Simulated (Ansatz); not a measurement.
## Fields on a plane of WC (WC type, space group P-6m2)

```yaml
crystal:
  lattice:
    - [2.89868, 0.00000, 0.00000]
    - [-1.44934, 2.51033, 0.00000]
    - [0.00000, 0.00000, 2.82802]
  atoms:
    - { symbol: W, position: [0.00000, 0.00000, 0.00000] }
    - { symbol: C, position: [0.66667, 0.33333, 0.50000] }
```

The slice is a (-1 1 0 0) plane (indices of the conventional cell) through the point (0.667, 0.333, 0.500) (fractional), spanned by u = [001] and v = [110] in vectors of this cell: u (2.83 Å) and v (2.90 Å, at 90° to u). It covers one period; positions are fractions (u, v).

Atoms on it: C at (0.00, 0.00). Other atoms lie within 1 Å of the plane.

Calculation: PBEsol (plane waves to 420 eV, PAW, scalar-relativistic; Ansatz, a program for electronic structure). k mesh 18×18×16. Inside the PAW spheres the values are not all-electron values, and peaks at nuclei hang on which shells count as valence. Spin-orbit coupling is left out, though W is heavy. The PAW data are Ansatz's earlier set. WC is run without spin polarisation. WC was relaxed with its symmetry unable to fall.

| v \ u | 0.00 | 0.10 | 0.20 | 0.30 | 0.40 | 0.50 | 0.60 | 0.70 | 0.80 | 0.90 |
|---|---|---|---|---|---|---|---|---|---|---|
| 0.90 | x | 0.49 | 0.76 | 0.66 | 0.34 | 0.21 | 0.34 | 0.66 | 0.76 | 0.49 |
| 0.75 | 0.76 | 0.76 | 0.64 | 0.35 | 0.20 | 0.18 | 0.20 | 0.35 | 0.64 | 0.76 |
| 0.60 | 0.39 | 0.32 | 0.18 | 0.18 | 0.32 | 0.42 | 0.32 | 0.18 | 0.18 | 0.32 |
| 0.45 | 0.26 | 0.21 | 0.13 | 0.18 | 0.38 | 0.48 | 0.38 | 0.18 | 0.13 | 0.21 |
| 0.30 | 0.70 | 0.66 | 0.47 | 0.25 | 0.21 | 0.23 | 0.21 | 0.25 | 0.47 | 0.66 |
| 0.15 | 0.54 | 0.68 | 0.77 | 0.59 | 0.29 | 0.19 | 0.29 | 0.59 | 0.77 | 0.68 |
| 0.00 | x | x | 0.71 | 0.69 | 0.38 | 0.22 | 0.38 | 0.69 | 0.71 | x |

Values: electron localisation function (ELF). Points within 0.4 Å of a nucleus are blanked (x), as the pseudised field means little there.

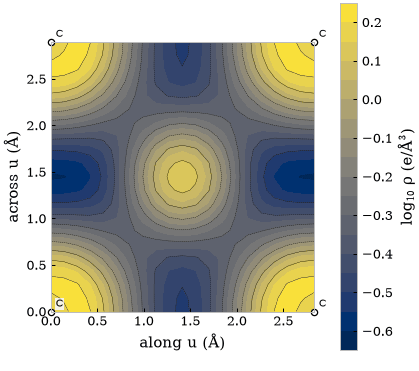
Figure: Log₁₀ of the valence density in e/Å³, one period of the plane, atoms marked. The scale is logarithmic, as a density can span decades between atoms and voids.
